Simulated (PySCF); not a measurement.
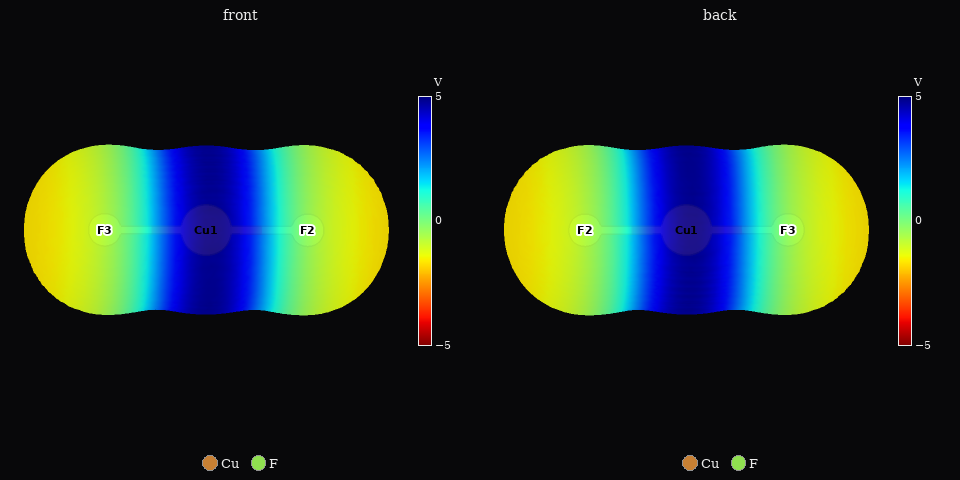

CuF$_{2}$ (SMILES [F][Cu][F]) (doublet). The electrostatic potential painted on the density surface at 0.004 e/bohr³, seen from the front and from behind; the colour scale runs from red (negative) to blue (positive).

Geometry: PBE-D3(BJ)/ma-def2-SVP.

Theory: PySCF, DFT single point, gas phase, functional PBE0.

Which sites attract a positive test charge, and which a negative one?

A positive charge is drawn to the negative regions and a negative charge to the positive ones. The most negative region (about −1.7 V, or −39 kcal/mol for a unit charge) lies over F2 and F3, the most positive (about +4.8 V, or +111 kcal/mol for a unit charge) over Cu1.
